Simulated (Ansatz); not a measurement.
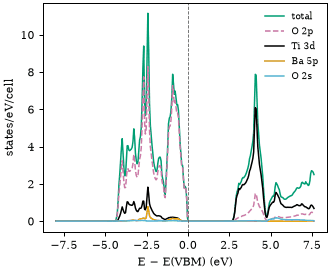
*Total and projected density of states of BaTiO3 in space group Amm2 (No. 38; Ba on 2a, Ti on 2b, O on 4e, O on 2a), the program Ansatz at the r²SCAN level (PAW)*

Task: Which orbitals carry the states next to the gap?

Result: Top 1 eV of the valence band: O 2p 94 %. Bottom 1 eV of the conduction band: Ti 3d 85 %, O 2p 12 %. Projections are on Löwdin-orthogonalised atomic valence shells; empty p or d shells of many metals are not among them.

Task: Where is the tallest occupied peak in this window, and what makes it?

Result: Near -2.4 eV, about 11 states/eV per cell; the largest projected share is O 2p.

This is a known low-temperature phase of the composition, computed here at zero pressure and temperature. The r²SCAN relaxation kept the symmetry of its start. At this level the phase is dynamically unstable (imaginary phonons). The run is not spin-polarised. Scalar-relativistic: spin–orbit coupling is off unless named, which matters more the heavier the elements.

Potentials: the earlier of the program's two PAW sets.
